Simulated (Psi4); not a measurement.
**CCSD/6-311+G(d,p) run of CH2BFN− (SMILES N#C[BH2-]F)**

Aim: the vertical singlet–triplet gap of CH2BFN− at CCSD/6-311+G**, from 2 runs. 

Program for the calculation: Psi4 1.11.

1 further run of the same task is left out (set aside as unsound or not needed).

## (1) The system as given

CH2BFN−: 6 atoms, total charge -1, spin state singlet. SMILES: `N#C[BH2-]F`. The shape is that of a GFN2-xTB optimisation.

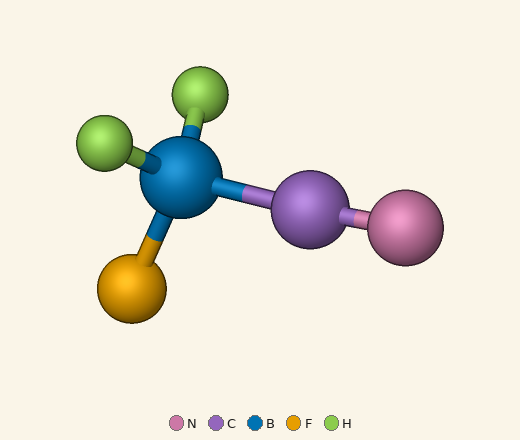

Viewed from a chosen angle; nitrogen pink, carbon purple, boron blue, fluorine amber, hydrogen green.

## (2) A single-point energy at CCSD/6-311+G(d,p)

run.py reads:

```python
import numpy as np
from ase.calculators.psi4 import Psi4
from ase import Atoms

mol = Atoms(['N', 'C', 'B', 'F', 'H', 'H'], positions=[
    [0.722410, -1.937290, 0.820490],
    [0.334710, -0.937190, 0.389970],
    [-0.120860, 0.456860, -0.171960],
    [-1.451330, 0.359680, -0.727330],
    [0.651130, 0.794000, -1.057090],
    [-0.136070, 1.263930, 0.745910],
])
calc = Psi4(atoms=mol, method='ccsd', basis='6-311+G**', memory='1600MB', num_threads=1, charge=-1, multiplicity=1, label='calc', reference='rhf')
calc.psi4.set_options({'puream': True, 'e_convergence': 1e-09, 'd_convergence': 1e-08, 'scf_type': 'pk', 'num_frozen_docc': 4})
mol.calc = calc

print(f'energy: {mol.get_potential_energy():.6f} eV')
```

Command:

```sh
$ python run.py
```

calc.dat:

```text
[...]
  Running in c1 symmetry.
[...]
  Nuclear repulsion =   87.630670084600951
[...]
  Multiplicity = 1
[...]
  Nalpha       = 15
  Nbeta        = 15
[...]
    Number of basis functions: 100
[...]
   @RHF iter   1:  -217.65836052614969   -1.44699e+00   4.43712e-03 ADIIS/DIIS
[...]
   @RHF iter  12:  -217.75443640480691   -3.76872e-11   9.71037e-09 DIIS
[...]
    Orbital Energies [Eh]
    ---------------------
    Doubly Occupied:
       1A    -26.041343     2A    -15.371950     3A    -11.058512
       4A     -7.408357     5A     -1.336245     6A     -1.023707
       7A     -0.603333     8A     -0.467789     9A     -0.435131
      10A     -0.426600    11A     -0.379098    12A     -0.304296
      13A     -0.298870    14A     -0.274565    15A     -0.224909
[...]
  @RHF Final Energy:  -217.75443640480691
   => Energetics <=
    Nuclear Repulsion Energy =             87.6306700846009505
    One-Electron Energy =                -479.4608000164230361
    Two-Electron Energy =                 174.0756935270151473
    Total Energy =                       -217.7544364048069099
[...]
 Multipole Moments:
 ------------------------------------------------------------------------------------
     Multipole            Electronic (a.u.)      Nuclear  (a.u.)        Total (a.u.)
 ------------------------------------------------------------------------------------
 L = 1.  Multiply by 2.5417464519 to convert [e a0] to [Debye]
 Dipole X            :         -2.2001772            1.9589977           -0.2411794
 Dipole Y            :         -1.0550129            1.1493628            0.0943498
 Dipole Z            :         -0.6867082            0.5560776           -0.1306306
 Magnitude           :                                                    0.2900582
[...]
      * MP2 total energy                      = -218.369942492700460
[...]
      * CCSD total energy                     = -218.385638534126770
```

Standard output:

```text
energy: -5942.575912 eV
```

Run time: 37 s. Hardware: 1 thread of Intel Xeon 6975P-C (Granite Rapids), shared host; peak memory 0.97 GiB.

## (3) The triplet at the same level

ch2bfn.xyz reads:

```xyz
6
CH2BFN
N      0.722410    -1.937290     0.820490
C      0.334710    -0.937190     0.389970
B     -0.120860     0.456860    -0.171960
F     -1.451330     0.359680    -0.727330
H      0.651130     0.794000    -1.057090
H     -0.136070     1.263930     0.745910
```

run.py reads:

```python
import psi4

psi4.set_memory('1600 MB')
psi4.set_num_threads(1)
psi4.core.set_output_file('ch2bfn.out', False)

with open('ch2bfn.xyz') as f:
    atoms = ''.join(f.readlines()[2:])
m = psi4.geometry('-1 3\n' + atoms + 'symmetry c1\nno_reorient\nno_com')

psi4.set_options({
    'reference': 'uhf',
    'puream': True,
    'e_convergence': 1e-09,
    'd_convergence': 1e-08,
    'scf_type': 'pk',
    'num_frozen_docc': 4,
    'maxiter': 200,
})

e_tot = psi4.energy("ccsd/6-311+G**")
print(f'ccsd/6-311+G** energy: {e_tot:.10f} Eh')
```

Command:

```sh
$ python run.py
```

ch2bfn.out:

```text
[...]
  Running in c1 symmetry.
[...]
  Nuclear repulsion =   87.630670084600936
[...]
  Multiplicity = 3
[...]
  Nalpha       = 16
  Nbeta        = 14
[...]
    Number of basis functions: 100
[...]
   @UHF iter   1:  -217.29932474105900   -1.08796e+00   5.49254e-03 ADIIS/DIIS
[...]
   @UHF iter  39:  -217.53152527691896   -1.63993e-11   8.80149e-09 DIIS
[...]
   @S^2 Observed:                2.116368865E+00
[...]
    Orbital Energies [Eh]
    ---------------------
    Alpha Occupied:
       1A    -26.165586     2A    -15.478930     3A    -11.138322
       4A     -7.563551     5A     -1.456655     6A     -1.129477
       7A     -0.743915     8A     -0.581760     9A     -0.578089
      10A     -0.554981    11A     -0.492047    12A     -0.456750
      13A     -0.430630    14A     -0.385227    15A     -0.376579
      16A      0.036639
    Alpha Virtual:
      17A      0.163324    18A      0.164328    19A      0.174003
      20A      0.220806    21A      0.247550    22A      0.257440
      23A      0.277318    24A      0.289867    25A      0.313736
[...]
  @UHF Final Energy:  -217.53152527691896
   => Energetics <=
    Nuclear Repulsion Energy =             87.6306700846009363
    One-Electron Energy =                -476.1169799367737028
    Two-Electron Energy =                 170.9547845752538251
    Total Energy =                       -217.5315252769189556
  UHF NO Occupations:
  HONO-2 :   14  A 1.9618187
  HONO-1 :   15  A 1.0000000
[...]
 Multipole Moments:
 ------------------------------------------------------------------------------------
     Multipole            Electronic (a.u.)      Nuclear  (a.u.)        Total (a.u.)
 ------------------------------------------------------------------------------------
 L = 1.  Multiply by 2.5417464519 to convert [e a0] to [Debye]
 Dipole X            :          9.7733494          -11.5010244           -1.7276750
 Dipole Y            :         20.5572794          -21.9299315           -1.3726522
 Dipole Z            :         -1.0597936            0.6922067           -0.3675870
 Magnitude           :                                                    2.2369969
[...]
      * MP2 total energy                      = -218.130909870970868
[...]
      * CCSD total energy                     = -218.156291007584997
```

On the terminal:

```text
ccsd/6-311+G** energy: -218.1562910076 Eh
```

It took 2.9 min on 1 thread of Intel Xeon 6975P-C (Granite Rapids), shared host; peak memory 1 GiB.

## (4) Results

Level: CCSD/6-311+G**, 4 core orbitals frozen.

| quantity | value |
| --- | --- |
| singlet: total energy | -218.38564 Eh |
| singlet: HOMO energy (Hartree–Fock orbitals) | -6.12 eV |
| singlet: LUMO energy (Hartree–Fock orbitals) | 4.96 eV |
| singlet: HOMO–LUMO gap (to an unbound level, set by the basis) | 11.08 eV |
| singlet: correlation energy (4 core orbitals frozen) | -631.2 mEh |
| singlet: T1 diagnostic | 0.014 |
| triplet: total energy | -218.15629 Eh |
| triplet: HOMO energy (Hartree–Fock orbitals) (highest over α and β) | 1.00 eV |
| triplet: correlation energy (4 core orbitals frozen) | -624.8 mEh |
| triplet: ⟨S²⟩ of the reference determinant | 2.116 |
| triplet: T1 diagnostic | 0.068 |
| vertical energy of the triplet above the singlet | 6.241 eV |

**Reading.** At this shape the triplet lies 6.24 eV (602 kJ/mol) above the singlet. For an anion a state so high probably lies above electron detachment. ⟨S²⟩ (triplet) is 2.12 where a pure triplet has 2.00: the reference is spin-contaminated. The T1 diagnostic (triplet) of 0.068 is above the customary mark for such species, so a single reference may not serve. The HOMO (triplet) lies at positive energy, 1.00 eV: the electron is unbound at this level or held by a compact basis; values depend on the basis.
